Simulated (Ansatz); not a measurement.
CH₆BFO: several calculations on one system

### Relaxation

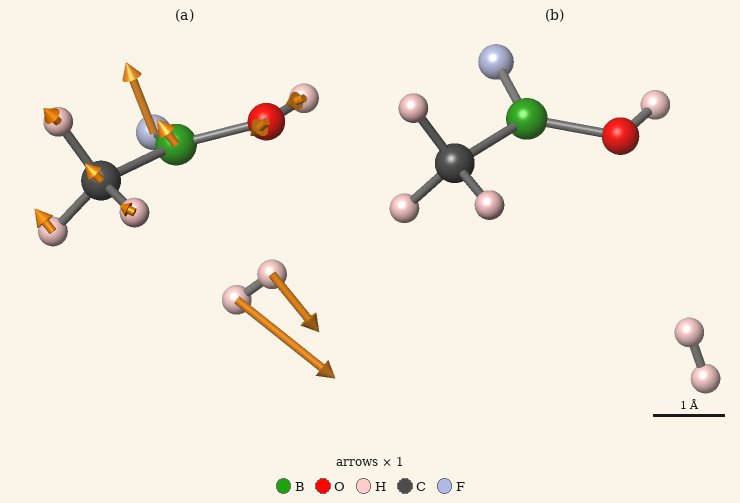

The structure of CH₆BFO before (left) and after (right) a relaxation, at one scale. The orange arrows give the displacements, at their true length.

The picture is a ball-and-stick view, seen at a tilt.

The run prepares an end point of a later path (reaction) calculation, from a guessed geometry.

These are results of Ansatz, RHF/6-31G*, not measurements. Settings: no spin polarisation; force threshold 0.03 eV/Å; at most 50 steps.

Q: Summarise the run.

A: The largest move after the best rigid fit is that of an H atom, 1.79 Å. By element the largest moves are H 1.79 Å, F 1.14 Å, B 0.46 Å, O 0.40 Å, C 0.34 Å. Near-neighbour distances that change, for instance: H–H 0.700 → 0.731 Å, B–O 1.375 → 1.347 Å. Groups turn about B–C by about 30°. Over 29 accepted moves (33 points after the start) the energy falls by 0.294 eV. Largest force component: 1.1 eV/Å at the start, 0.027 eV/Å at the end. The line search rejected the trial steps at points 13, 16, 29, 31 of the run. The forces were under the threshold at step 28, but the run went on from there.

Limits of the set-up: the start holds two separate molecules, 2.2 Å apart at their closest, whose relative position is a soft coordinate and is computed without a dispersion correction; Hartree-Fock leaves out electron correlation.

### Relaxation

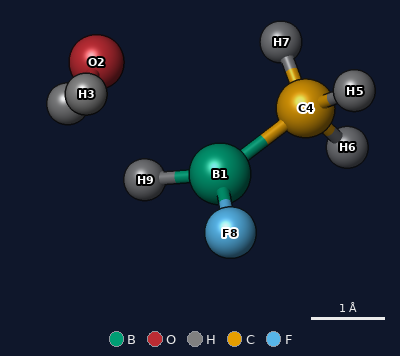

Starting structure of CH₆BFO. The picture is a ball-and-stick view, seen at a tilt.

The run prepares an end point of a later path (reaction) calculation, from a guessed geometry.

The calculation used RHF/6-31G* (Ansatz 0.2.0).

Input
```yaml
crystal:
  periodic: [false, false, false]
  atoms:
    - { symbol: B, position_ang: [0.043435, 0.507612, -0.411477] }
    - { symbol: O, position_ang: [0.002095, 0.084702, 2.162377] }
    - { symbol: H, position_ang: [-0.808822, -0.390581, 2.29339] }
    - { symbol: C, position_ang: [1.437376, 0.016892, -0.937485] }
    - { symbol: H, position_ang: [1.479411, -1.063416, -1.028501] }
    - { symbol: H, position_ang: [1.60661, 0.436492, -1.930677] }
    - { symbol: H, position_ang: [2.257424, 0.350755, -0.31114] }
    - { symbol: F, position_ang: [-1.051129, -0.200552, -0.641301] }
    - { symbol: H, position_ang: [-0.126959, 1.556993, 0.128373] }
    - { symbol: H, position_ang: [-0.265742, 0.981803, 1.906238] }
basis:
  gaussian: { orbitals: "6-31G*" }
hamiltonian:
  xc: hf
relax:
  f_tol: 0.03
  max_steps: 50
output:
  orbitals: {}
```

Command:
```bash
ansatz run input.yaml --threads 1 --pin off --max-ram 2048MiB --backend cpu --events-out ev --progress --plain --runs-dir out
```

> What does the optimiser find from here?

The atom that moves furthest after the best rigid fit is H10 (0.53 Å). Largest moves by element: H 0.53 Å, O 0.25 Å, B 0.11 Å, F 0.11 Å, C 0.09 Å. Among the contacts that change: O2–H10 0.971 → 0.949 Å, B1–F8 1.324 → 1.334 Å, B1–C4 1.569 → 1.574 Å. After 10 accepted moves (11 points after the start) the energy has fallen by 4.14 kcal/mol. The largest force component goes from 1.2 to 0.024 eV/Å. The line search rejected the trial step at point 2 of the run.

The structure at the end:

```xyz
10

B    -0.0006    0.5986   -0.4530
O     0.0743    0.1121    1.9248
H    -0.6343   -0.5194    1.9496
C     1.3985    0.0055   -0.8615
H     1.4252   -1.0785   -0.8061
H     1.6214    0.2892   -1.8908
H     2.1967    0.4062   -0.2446
F    -1.0963   -0.1559   -0.5542
H    -0.1821    1.7599   -0.2530
H    -0.2290    0.8630    2.4187
```

After the run, drawn alike:

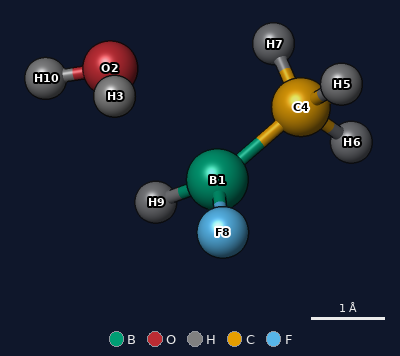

Limits of the set-up: Hartree-Fock leaves out electron correlation.

### Path

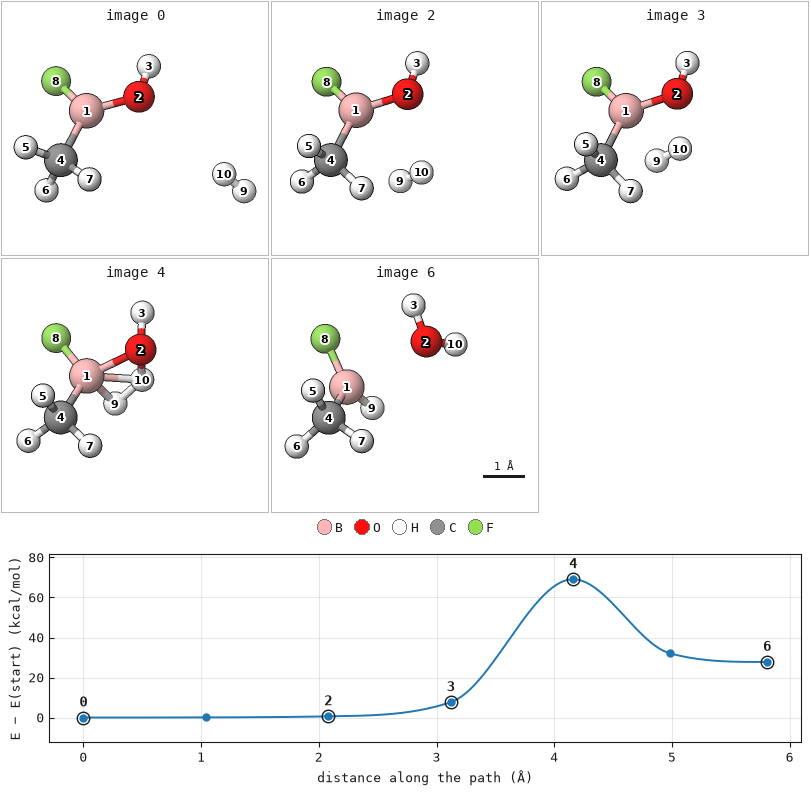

NEB run on CH6BFO, made up at the start of CH₄BFO and H₂. Images are numbered from 0 (start) to 6 (end). A ball-and-stick model, seen at a tilt.

Theory: RHF/6-31G* in Ansatz. Settings: 5 movable images; climbing image; force threshold 0.03 eV/Å; iteration limit 60; starting path through a guess of the saddle point.

> Describe the mechanism and the energy profile.

Breaking: B1–O2 (1.35 → 1.56 at the top → 2.43 Å), H9–H10 (0.73 → 1.02 at the top → 2.82 Å). Forming: B1–H9 (4.49 → 1.39 at the top → 1.19 Å), O2–H10 (2.97 → 1.22 at the top → 0.95 Å). The highest point, image 4, lies 69.1 kcal/mol above the start and 41.3 kcal/mol above the end; the end is at +27.8 kcal/mol relative to the start. The band converged in 24 iterations. The largest component of the band force went from 8.4 to 0.016 eV/Å. The climbing image converged on the top of the path. Its vibrational analysis gives one imaginary mode (2005i cm⁻¹), as a transition state must have.

Limits of the set-up: the start holds two separate molecules, 3.0 Å apart at their closest, whose relative position is a soft coordinate and is computed without a dispersion correction; Hartree-Fock leaves out electron correlation.

The run took 120 s on 1 thread of Arm Neoverse V1 (shared host), peak memory 0.12 GiB.
